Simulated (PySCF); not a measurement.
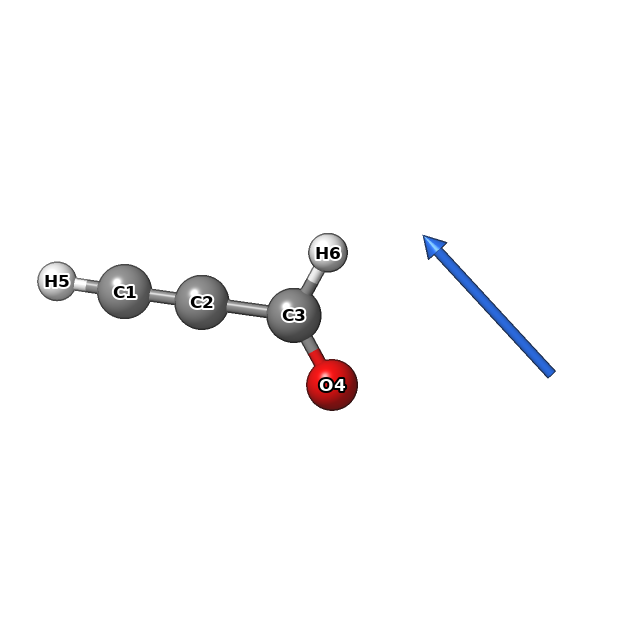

The arrow beside the molecule shows the direction of the dipole moment, from the negative to the positive end (its length means nothing). Computed geometry: GFN2-xTB optimisation. No frequency run is at hand to confirm it as a minimum. Properties computed with B3LYP/pcJ-1, gas phase (PySCF 2.14.0).

Question: How large is the dipole moment?

Answer: 2.98 D; it points from the side of O4 to the side of H5 (the outermost atoms at the two ends).
